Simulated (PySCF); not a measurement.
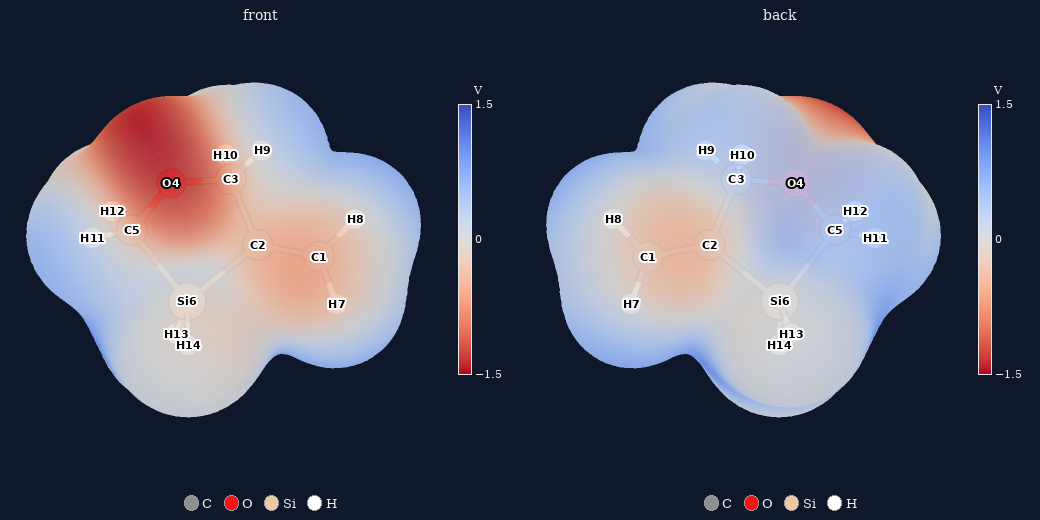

C$_{4}$H$_{8}$OSi (SMILES C=C1COC[SiH2]1). The electrostatic potential painted on the density surface at 0.001 e/bohr³, seen from the front and from behind; the colour scale runs from red (negative) to blue (positive).

Geometry: GFN2-xTB.

These are results of PySCF 2.14.0, PBE0/pcSseg-1, SCF density, gas phase, non-relativistic, not measurements.

```xyz
14

C     1.9777    0.9051    0.0566
C     0.7634    0.3797    0.0372
C    -0.4987    1.2005   -0.0896
O    -1.6044    0.4955    0.4206
C    -1.6052   -0.8491   -0.0425
Si    0.2121   -1.4223    0.1537
H     2.8564    0.2875    0.1371
H     2.1479    1.9695   -0.0107
H    -0.4448    2.1392    0.4658
H    -0.6600    1.4335   -1.1572
H    -2.3353   -1.3784    0.5669
H    -1.9490   -0.8834   -1.0864
H     0.6668   -2.2634   -0.9541
H     0.4725   -2.0142    1.4654
```

Which sites attract a positive test charge, and which a negative one?

A positive charge is drawn to the negative regions and a negative charge to the positive ones. The most negative region (about −1.4 V) lies over O4, the most positive (about +0.9 V) over Si6. O4 is the likeliest acceptor of a hydrogen bond.

How polar is the molecule by this calculation?

Its dipole moment is 1.32 D.
